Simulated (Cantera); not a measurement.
Feed: 1 mol PbO, 1 mol H2, held at 10000 Pa.

These are equilibrium values from Cantera (NASA tables, ideal gas, pure condensed phases), not measurements of a reactor. Candidate condensed phases: H2O, Pb, PbO, PbO2, Pb3O4; 12 gas species. Gases not in the tables: (PbO)n polymers. Kinetics and transport are ignored.

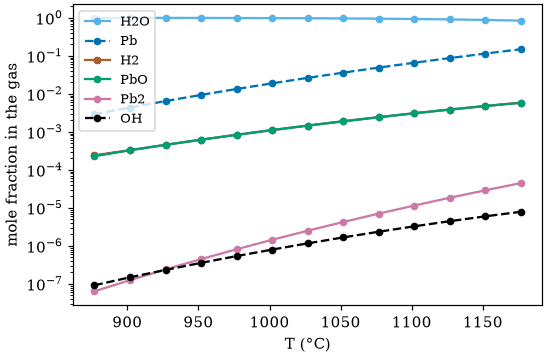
Equilibrium gas composition (values under 1e-9 drawn at 1e-9)

From 877 °C to 1177 °C the condensed part is Pb(l). The share of Pb in condensed phases is highest at 877 °C (99.7 %) and lowest at 1177 °C (81.7 %).
